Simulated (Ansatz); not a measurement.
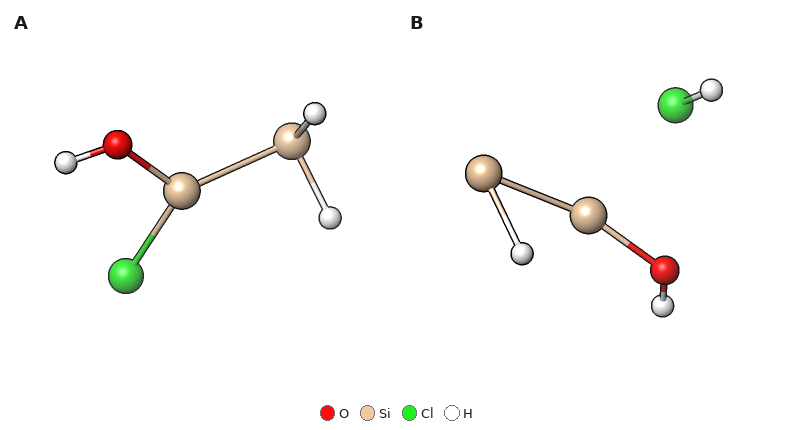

2 stationary structures of one formula. Geometries: PBE-D4/def2-SVP. Electronic energies: PBE-D4/def2-SVP (Ansatz 0.2.0), without zero-point energy. No frequency run is at hand to confirm each as a minimum. Each is one conformer, not always the lowest.

> Which is lowest in energy, and by how much?

A is lowest (C1); B lies 57.4 kcal/mol above it (C1).
